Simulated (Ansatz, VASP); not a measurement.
# Tb: VASP beside Ansatz

Wanted: the spread between two codes on one cell, functional and k mesh.

Program: Ansatz 0.2.0. Level of theory: plane waves, with VASP 6.6.1 beside it; single point at PBEsol with D3(BJ), DFT+U. Results are calculated unless marked as measured.

In doubt: a part-filled 4f shell, where there is one, can sit in one of many states, so energies may not be the lowest and differences between runs may mislead; derivatives with an open 4f shell can jump between states, which bears on forces and vibrations.

## (1) The structure

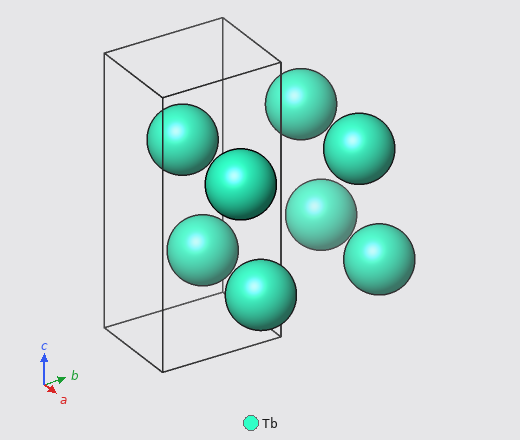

The starting structure, seen slightly off an axis (terbium teal). 2×2×1 cells are drawn.

As a file:

```
Tb
1.0
     3.60100    0.00000    0.00000
    -1.80050    3.11856    0.00000
     0.00000    0.00000    5.69360
Tb
2
Cartesian
  0.0000 2.0790 1.4234
  1.8005 1.0395 4.2702
```

## (2) VASP: single point, PBEsol with D3(BJ), DFT+U

With cell and atoms fixed, the geometry can't cause a difference; cores, projectors, grids and the points listed under the comparison can.

Lines of VASP's logs that name or quote its potential files are left out, and so is its time.

INCAR

```
SYSTEM = Tb
PREC = Accurate
ENCUT = 450
EDIFF = 1E-06
NELM = 150
ISMEAR = 1
SIGMA = 0.2
LREAL = .FALSE.
ALGO = Normal
GGA = PS
IVDW = 12
NBANDS = 33
ISPIN = 2
MAGMOM = 6 6
LDAU = .TRUE.
LDAUTYPE = 2
LDAUL = 3
LDAUU = 6
LDAUJ = 0
LDAUPRINT = 1
LASPH = .TRUE.
LMAXMIX = 6
AMIX = 0.2
BMIX = 1E-04
AMIX_MAG = 0.8
BMIX_MAG = 1E-04
LORBIT = 11
LWAVE = .FALSE.
LCHARG = .FALSE.
KPAR = 4
ISIF = 2
```

POSCAR

```
Tb
1.0
    3.6010000000      0.0000000000      0.0000000000
   -1.8005000000      3.1185574790      0.0000000000
    0.0000000000      0.0000000000      5.6936000000
Tb
2
Direct
    0.3333333333      0.6666666667      0.2500000000
    0.6666666667      0.3333333333      0.7500000000
```

KPOINTS

```
Automatic mesh
0
Gamma
7 7 4
0 0 0
```

The projector-augmented-wave data sets are Tb (PBE family, release 64).

Command:

```console
> mpirun -np 4 vasp_std
```

Numbers of over 12 decimals in the logs are rounded to 6 here.

The program printed:

```text
[banner, memory and clock lines left out]
running    4 mpi-ranks, on    1 nodes
 distrk:  each k-point on    1 cores,    4 groups
 distr:  one band on    1 cores,    1 groups

 POSCAR found type information on POSCAR Tb
 POSCAR found :  1 types and       2 ions
|                                                                             |
|               ----> ADVICE to this user running VASP <----                  |
|                                                                             |
|     You enforced a specific xc type in the INCAR file but a different       |
|     [... a line on the potential file left out ...]
|     I HOPE YOU KNOW WHAT YOU ARE DOING!                                     |
|                                                                             |

 LDA part: xc-table for (Slater+PW92), standard interpolation
 POSCAR, INCAR and KPOINTS ok, starting setup
 FFT: planning ... GRIDC
 FFT: planning ... GRID_SOFT
 FFT: planning ... GRID
 WAVECAR not read
 entering main loop
       N       E                     dE             d eps       ncg     rms          rms(c)
DAV:   1     0.264902036071E+03    0.26490E+03   -0.11549E+04  4608   0.489E+03
DAV:   2     0.462635734403E+02   -0.21864E+03   -0.19327E+03  4329   0.450E+02
DAV:   3     0.145280841821E+00   -0.46118E+02   -0.42815E+02  4620   0.142E+02
DAV:   4    -0.775971553194E+01   -0.79050E+01   -0.78467E+01  6132   0.506E+01
DAV:   5    -0.858926292320E+01   -0.82955E+00   -0.82772E+00  6001   0.171E+01    0.703E+01
DAV:   6    -0.136837705352E+02   -0.50945E+01   -0.31439E+01  4242   0.129E+02    0.992E+01
DAV:   7    -0.138603190761E+02   -0.17655E+00   -0.30399E+00  5645   0.165E+01    0.969E+01
DAV:   8    -0.127180380381E+02    0.11423E+01   -0.29421E+01  4725   0.679E+01    0.124E+02
DAV:   9    -0.132881935495E+02   -0.57016E+00   -0.14736E+00  5492   0.107E+01    0.933E+01
DAV:  10    -0.138536007516E+02   -0.56541E+00   -0.41767E+00  4292   0.348E+01    0.919E+01
DAV:  11    -0.141660272293E+02   -0.31243E+00   -0.24323E+00  5951   0.176E+01    0.982E+01
DAV:  12    -0.151018943710E+02   -0.93587E+00   -0.37863E+00  4891   0.273E+01    0.498E+01
DAV:  13    -0.153898941531E+02   -0.28800E+00   -0.72600E-01  5116   0.124E+01    0.314E+01
DAV:  14    -0.155313161154E+02   -0.14142E+00   -0.14156E+00  5590   0.106E+01    0.218E+01
[...]
DAV:  37    -0.157999084086E+02   -0.10410E-04   -0.32000E-06  3406   0.240E-02    0.120E+00
DAV:  38    -0.157999157479E+02   -0.73393E-05   -0.29300E-06  3511   0.151E-02    0.901E-01
DAV:  39    -0.157999301768E+02   -0.14429E-04   -0.59434E-06  4265   0.306E-02    0.686E-01
DAV:  40    -0.157999468281E+02   -0.16651E-04   -0.10255E-05  4553   0.421E-02    0.404E-01
DAV:  41    -0.157999618662E+02   -0.15038E-04   -0.10868E-05  4815   0.430E-02    0.297E-01
DAV:  42    -0.157999744454E+02   -0.12579E-04   -0.35153E-05  4602   0.849E-02    0.695E-02
DAV:  43    -0.157999768449E+02   -0.23996E-05   -0.10806E-05  5030   0.297E-02    0.116E-01
DAV:  44    -0.157999773112E+02   -0.46633E-06   -0.27791E-06  3491   0.224E-02
   1 F= -.16641969E+02 E0= -.16622041E+02  d E =-.597841E-01  mag=    12.7024
```

OUTCAR, selected parts (step 2):

```text
ion  position               nearest neighbor table
   1  0.333  0.667  0.250-   2 3.53   2 3.53   2 3.53   2 3.53   2 3.53   2 3.53
   2  0.667  0.333  0.750-   1 3.53   1 3.53   1 3.53   1 3.53   1 3.53   1 3.53

  LATTYP: Found a hexagonal cell.
 ALAT       =     3.6010000000
 C/A-ratio  =     1.5811163566

 Subroutine GETGRP returns: Found 24 space group operations
 (whereof 12 operations were pure point group operations)

The static configuration has the point symmetry D_3d.
 The point group associated with its full space group is D_6h.

 Found     24 irreducible k-points:

   k-points           NKPTS =     24   k-points in BZ     NKDIM =     24   number of bands    NBANDS=     33

   dimension x,y,z NGX =    28 NGY =   28 NGZ =   40
   dimension x,y,z NGXF=    56 NGYF=   56 NGZF=   80

   ENCUT  =  450.0 eV  33.07 Ry    5.75 a.u.   6.23  6.23  9.85*2*pi/ulx,y,z

   NELECT =      38.0000    total number of electrons

 k-points in reciprocal lattice and weights: Automatic mesh
   0.00000000  0.00000000  0.00000000       0.005
   0.14285714 -0.00000000  0.00000000       0.031
   0.28571429  0.00000000  0.00000000       0.031
   0.42857143 -0.00000000  0.00000000       0.031
   0.14285714  0.14285714  0.00000000       0.031
   0.28571429  0.14285714  0.00000000       0.061
   0.42857143  0.14285714  0.00000000       0.031
   0.28571429  0.28571429  0.00000000       0.031
   0.00000000  0.00000000  0.25000000       0.010
[...]
0.42857143  0.14285714  0.50000000       0.031
   0.28571429  0.28571429  0.50000000       0.031

atom =   1  type =  1  l = 3

 onsite density matrix

spin component  1

  0.9900 -0.0000 -0.0000  0.0000  0.0000  0.0000 -0.0000
 -0.0000  0.9886 -0.0000  0.0000 -0.0000 -0.0000  0.0000
 -0.0000 -0.0000  0.9892 -0.0000  0.0000  0.0000 -0.0000
  0.0000  0.0000 -0.0000  0.9900 -0.0000 -0.0000  0.0000
  0.0000 -0.0000  0.0000 -0.0000  0.9892 -0.0000 -0.0000
  0.0000 -0.0000  0.0000 -0.0000 -0.0000  0.9886  0.0000
 -0.0000  0.0000 -0.0000  0.0000 -0.0000  0.0000  0.9893

spin component  2

  0.0007  0.0000 -0.0000  0.0000 -0.0000 -0.0000  0.0000
  0.0000  0.6013  0.0000  0.0000 -0.0000  0.0000  0.0000
 -0.0000  0.0000  0.0006 -0.0000 -0.0000  0.0000  0.0000
  0.0000  0.0000 -0.0000  0.0006  0.0000 -0.0000  0.0000
 -0.0000 -0.0000 -0.0000  0.0000  0.0006 -0.0000 -0.0000
 -0.0000  0.0000  0.0000 -0.0000 -0.0000  0.6013  0.0000
  0.0000  0.0000  0.0000  0.0000 -0.0000  0.0000  0.0004

 occupancies and eigenvectors

  o =  0.0004  v =  0.0000  0.0000  0.0000  0.0000  0.0000  0.0000  0.0000  0.0000  0.0000  0.0000 -0.0000 -0.0000  0.0000 -1.0000      0.0000  0.0000  0.0000  0.0000  0.0000  0.0000  0.0000  0.0000  0.0000  0.0000  0.0000  0.0000  0.0000  0.0000
  o =  0.0006  v =  0.0000  0.0000  0.0000  0.0000  0.0000  0.0000  0.0000  0.0000  0.0000 -0.0000 -1.0000 -0.0000 -0.0000  0.0000      0.0000  0.0000  0.0000  0.0000  0.0000  0.0000  0.0000  0.0000  0.0000  0.0000  0.0000  0.0000  0.0000  0.0000
  o =  0.0006  v =  0.0000  0.0000  0.0000  0.0000  0.0000  0.0000  0.0000 -0.0000  0.0000 -1.0000  0.0000 -0.0026  0.0000  0.0000      0.0000  0.0000  0.0000  0.0000  0.0000  0.0000  0.0000  0.0000  0.0000  0.0000  0.0000  0.0000  0.0000  0.0000
  o =  0.0006  v =  0.0000  0.0000  0.0000  0.0000  0.0000  0.0000  0.0000  0.0000 -0.0000  0.0026  0.0000 -1.0000 -0.0000  0.0000      0.0000  0.0000  0.0000  0.0000  0.0000  0.0000  0.0000  0.0000  0.0000  0.0000  0.0000  0.0000  0.0000  0.0000
  o =  0.0007  v =  0.0000  0.0000  0.0000  0.0000  0.0000  0.0000  0.0000 -1.0000  0.0000  0.0000 -0.0000  0.0000 -0.0000 -0.0000      0.0000  0.0000  0.0000  0.0000  0.0000  0.0000  0.0000  0.0000  0.0000  0.0000  0.0000  0.0000  0.0000  0.0000
  o =  0.6013  v =  0.0000  0.0000  0.0000  0.0000  0.0000  0.0000  0.0000  0.0000 -0.1267 -0.0000  0.0000 -0.0000 -0.9919 -0.0000      0.0000  0.0000  0.0000  0.0000  0.0000  0.0000  0.0000  0.0000  0.0000  0.0000  0.0000  0.0000  0.0000  0.0000
  o =  0.6013  v =  0.0000  0.0000  0.0000  0.0000  0.0000  0.0000  0.0000  0.0000  0.9919  0.0000  0.0000 -0.0000 -0.1267  0.0000      0.0000  0.0000  0.0000  0.0000  0.0000  0.0000  0.0000  0.0000  0.0000  0.0000  0.0000  0.0000  0.0000  0.0000
[...]
o =  0.6013  v =  0.0000  0.0000  0.0000  0.0000  0.0000  0.0000  0.0000 -0.0000 -0.0765 -0.0000 -0.0000 -0.0000  0.9971 -0.0000      0.0000  0.0000  0.0000  0.0000  0.0000  0.0000  0.0000  0.0000  0.0000  0.0000  0.0000  0.0000  0.0000  0.0000
  o =  0.6013  v =  0.0000  0.0000  0.0000  0.0000  0.0000  0.0000  0.0000  0.0000 -0.9971  0.0000  0.0000  0.0000 -0.0765 -0.0000      0.0000  0.0000  0.0000  0.0000  0.0000  0.0000  0.0000  0.0000  0.0000  0.0000  0.0000  0.0000  0.0000  0.0000
  o =  0.9886  v = -0.0000  0.9940 -0.0000  0.0000  0.0000  0.1097 -0.0000  0.0000  0.0000  0.0000  0.0000  0.0000  0.0000  0.0000      0.0000  0.0000  0.0000  0.0000  0.0000  0.0000  0.0000  0.0000  0.0000  0.0000  0.0000  0.0000  0.0000  0.0000
  o =  0.9886  v = -0.0000 -0.1097  0.0000  0.0000 -0.0000  0.9940 -0.0000  0.0000  0.0000  0.0000  0.0000  0.0000  0.0000  0.0000      0.0000  0.0000  0.0000  0.0000  0.0000  0.0000  0.0000  0.0000  0.0000  0.0000  0.0000  0.0000  0.0000  0.0000
  o =  0.9892  v = -0.0000 -0.0000 -1.0000 -0.0000  0.0000  0.0000 -0.0000  0.0000  0.0000  0.0000  0.0000  0.0000  0.0000  0.0000      0.0000  0.0000  0.0000  0.0000  0.0000  0.0000  0.0000  0.0000  0.0000  0.0000  0.0000  0.0000  0.0000  0.0000
  o =  0.9892  v =  0.0000  0.0000 -0.0000 -0.0000 -1.0000 -0.0000 -0.0000  0.0000  0.0000  0.0000  0.0000  0.0000  0.0000  0.0000      0.0000  0.0000  0.0000  0.0000  0.0000  0.0000  0.0000  0.0000  0.0000  0.0000  0.0000  0.0000  0.0000  0.0000
  o =  0.9893  v = -0.0000 -0.0000  0.0000  0.0000  0.0000 -0.0000 -1.0000  0.0000  0.0000  0.0000  0.0000  0.0000  0.0000  0.0000      0.0000  0.0000  0.0000  0.0000  0.0000  0.0000  0.0000  0.0000  0.0000  0.0000  0.0000  0.0000  0.0000  0.0000
  o =  0.9900  v =  1.0000  0.0000 -0.0000  0.0000  0.0000  0.0000 -0.0000  0.0000  0.0000  0.0000  0.0000  0.0000  0.0000  0.0000      0.0000  0.0000  0.0000  0.0000  0.0000  0.0000  0.0000  0.0000  0.0000  0.0000  0.0000  0.0000  0.0000  0.0000
  o =  0.9900  v =  0.0000 -0.0000  0.0000 -1.0000  0.0000  0.0000 -0.0000  0.0000  0.0000  0.0000  0.0000  0.0000  0.0000  0.0000      0.0000  0.0000  0.0000  0.0000  0.0000  0.0000  0.0000  0.0000  0.0000  0.0000  0.0000  0.0000  0.0000  0.0000

 average (electrostatic) potential at core
       1 -41.4532       2 -41.4532

 E-fermi :   2.7691

 spin component 1
 k-point     1 :       0.0000    0.0000    0.0000
  band No.  band energies     occupation
    ...
     20      -3.3697      1.00000
     21      -3.3488      1.00000
     22      -3.3488      1.00000
     23      -2.3705      1.00000
     24       0.3630      1.00000
     25       3.9638     -0.00000
     26       4.4133     -0.00000
     27       4.4133     -0.00000
     28       4.5849     -0.00000
     29       5.0916     -0.00000
    ...

 k-point     2 :       0.1429   -0.0000    0.0000
  band No.  band energies     occupation
    ...
     20      -3.3624      1.00000
     21      -3.3472      1.00000
     22      -3.3419      1.00000
     23      -1.8900      1.00000
     24       0.8174      1.00000
     25       3.4176     -0.00002
     26       3.5864     -0.00000
     27       4.5956     -0.00000
     28       4.8916     -0.00000
     29       5.2102     -0.00000
    ...

 k-point     3 :       0.2857    0.0000    0.0000
  band No.  band energies     occupation
    ...
     21      -3.3437      1.00000
     22      -3.3238      1.00000
     23      -0.6829      1.00000
     24       1.5039      1.00000
     25       2.4309      1.01895
     26       2.8788      0.10447
     27       4.1135     -0.00000
     28       4.6041     -0.00000
     29       4.6779     -0.00000
     30       6.2388     -0.00000
    ...

 k-point     4 :       0.4286   -0.0000    0.0000
  band No.  band energies     occupation
    ...
     22      -3.3071      1.00000
     23       0.4957      1.00000
     24       1.2724      1.00000
     25       1.7901      1.00000
     26       2.7554      0.55751
     27       4.2562     -0.00000
     28       4.2690     -0.00000
     29       4.6968     -0.00000
     30       7.9773      0.00000
     31       8.0252      0.00000
    ...

 k-point     5 :       0.1429    0.1429    0.0000
  band No.  band energies     occupation
    ...
     21      -3.3353      1.00000
     22      -3.3350      1.00000
     23      -1.0267      1.00000
     24       1.5204      1.00000
     25       2.7252      0.68090
     26       2.8563      0.16688
     27       4.1435     -0.00000
     28       4.4408     -0.00000
     29       5.1120     -0.00000
     30       5.6369     -0.00000
    ...

 k-point     6 :       0.2857    0.1429    0.0000
  band No.  band energies     occupation
    ...
     22      -3.3148      1.00000
     23       0.2945      1.00000
     24       1.7831      1.00000
     25       2.0301      1.00000
     26       2.5362      1.03485
     27       3.9701     -0.00000
     28       4.3390     -0.00000
     29       4.5417     -0.00000
     30       6.5927     -0.00000
     31       7.4039      0.00000
    ...

 Edisp (eV)   -0.84199

  Total      -0.82492    -0.82492    -0.77633     0.00000    -0.00000     0.00000
  in kB     -20.67091   -20.67091   -19.45320     0.00000    -0.00000     0.00000
  external pressure =      -20.27 kB  Pullay stress =        0.00 kB

  energy-cutoff  :      450.00
  volume of cell :       63.94
      direct lattice vectors                 reciprocal lattice vectors
     3.601000000  0.000000000  0.000000000     0.277700639  0.160330539  0.000000000
    -1.800500000  3.118557479  0.000000000     0.000000000  0.320661077  0.000000000
     0.000000000  0.000000000  5.693600000     0.000000000  0.000000000  0.175635802

 POSITION                                       TOTAL-FORCE (eV/Angst)
 -----------------------------------------------------------------------------------
     -0.00000      2.07904      1.42340        -0.000000      0.000000      0.000000
      1.80050      1.03952      4.27020         0.000000     -0.000000      0.000000
 -----------------------------------------------------------------------------------
    total drift:                               -0.000000      0.000000     -0.000000

  FREE ENERGIE OF THE ION-ELECTRON SYSTEM (eV)
  ---------------------------------------------------
  free  energy   TOTEN  =       -16.6419694229 eV

  energy  without entropy=      -16.5821852924  energy(sigma->0) =      -16.62204138

 total charge
# of ion       s       p       d       f       tot
--------------------------------------------------
    1        2.086   5.590   0.515   8.124  16.315
    2        2.086   5.590   0.515   8.124  16.315
--------------------------------------------------
tot          4.171  11.180   1.031  16.248  32.631

 magnetization (x)
# of ion       s       p       d       f       tot
--------------------------------------------------
    1        0.003  -0.025   0.176   5.716   5.869
    2        0.003  -0.025   0.176   5.716   5.869
--------------------------------------------------
tot          0.006  -0.051   0.351  11.432  11.737

[... 6 further parts left out ...]
```

The run ends at a pressure of -2.03 GPa.

[end of part 1 of 2]

[Lines on the potential files, build, host, timing and source positions are cut from VASP's logs without a mark.]

[Logs are printed without paths, hosts, clocks, repeated set-up lines and the standing remarks that a program may print on its own settings, such as how far it seeks lower states.]

[Hosts, paths, dates, database ids (printed as entryN), source tags and the programs' standing remarks are cut or masked in the printed files.]
